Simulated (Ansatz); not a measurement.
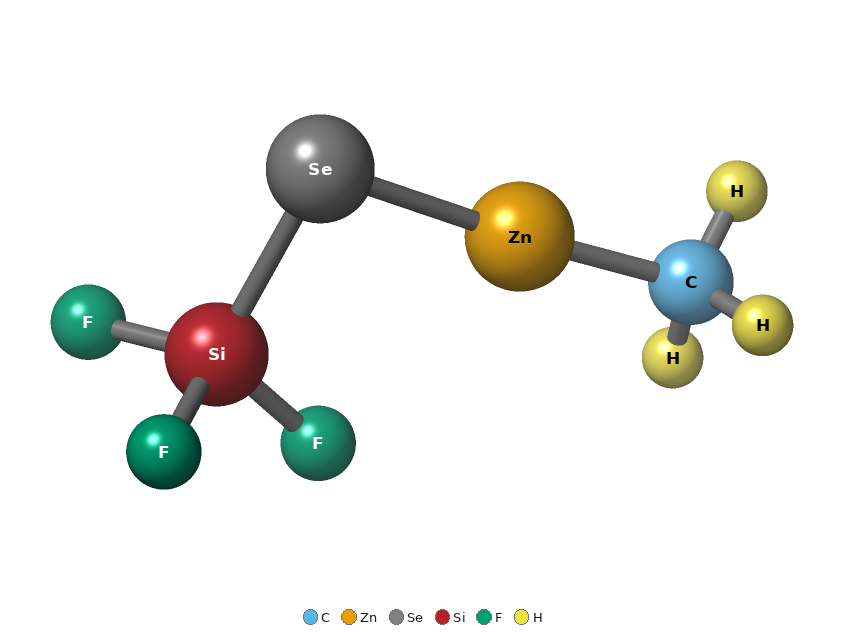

Ball-and-stick drawing of a structure. Every bond is drawn as one stick, whatever its order.

Description:

Formula CH3F3SeSiZn. As SMILES it reads `[CH3][Zn][Se][Si](F)(F)F`. The point group is C1. Coordination: 1 C tetrahedral; 1 Zn linear; 1 Se bent; 1 Si tetrahedral.

The parts below concern this one geometry. Atoms keep their numbers from picture to picture. The geometry was computed by an optimisation with PBE0-D4/def2-TZVP.

**Dipole moment**

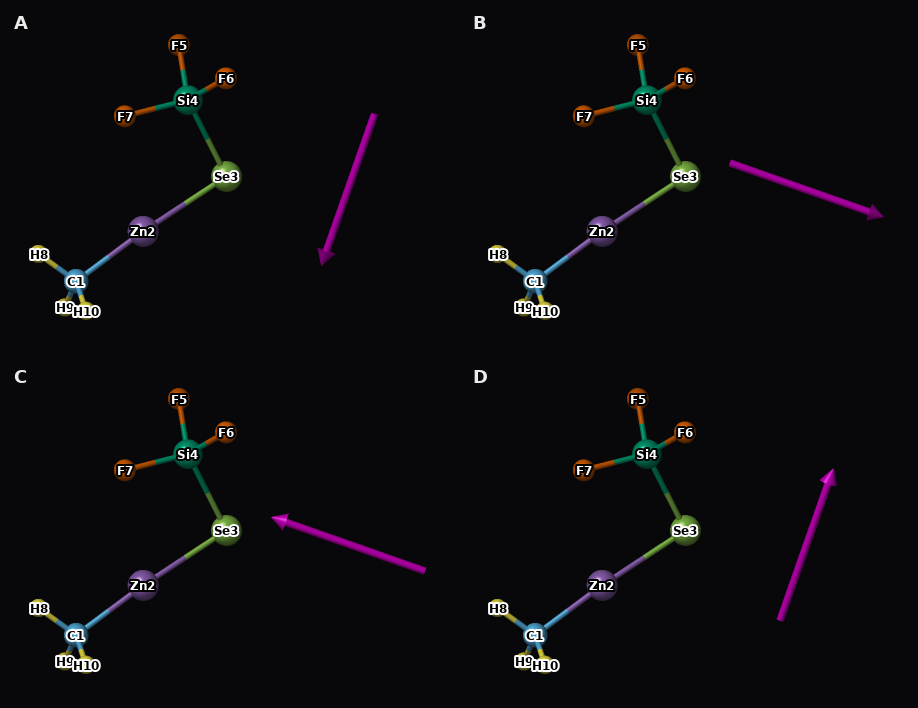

The same molecule four times, each with an arrow. Level of theory: RKS PBE0-D4/def2-TZVP (Ansatz 0.2.0).

Which arrow points along the dipole moment, from the negative to the positive end?

Answer. A. The dipole moment is 2.86 D; it points from the side of F5, F6 to the side of H9 (the outermost atoms at the two ends).

**Electronic properties**

Properties computed with RKS ωB97M-V/def2-SVP (Ansatz 0.2.0).

Computed properties:

- HOMO energy (Kohn–Sham orbital): −9.66 eV
- LUMO energy (Kohn–Sham orbital): 0.93 eV
- HOMO–LUMO gap: 10.60 eV

**Charges**

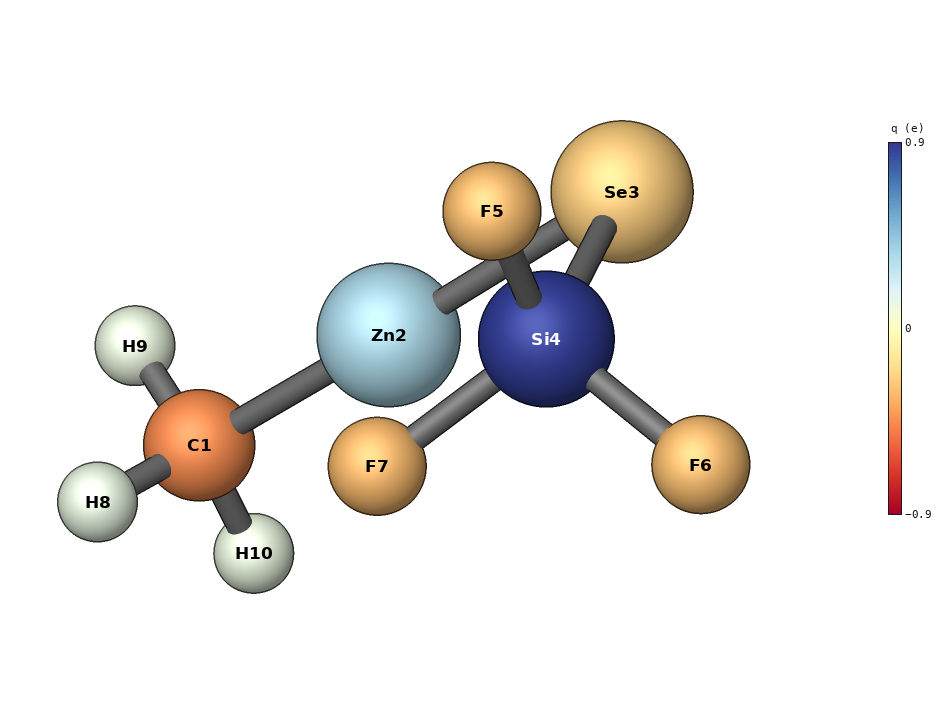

Atoms are coloured by their Mulliken charges. Properties computed with RKS B3LYP-D4/def2-TZVPP (Ansatz 0.2.0).

Which atom carries the highest charge (most positive or least negative)?

Answer. Si4 (0.87 e).

And the lowest?

Answer. C1 (−0.44 e).

List the Mulliken charges.

| atom | value (e) |
| --- | --- |
| C1 | −0.44 |
| Zn2 | 0.35 |
| Se3 | −0.24 |
| Si4 | 0.87 |
| F5 | −0.28 |
| F6 | −0.28 |
| F7 | −0.30 |
| H8 | 0.12 |
| H9 | 0.11 |
| H10 | 0.11 |

Mulliken values depend strongly on the basis set and can even reverse the polarity of a bond.
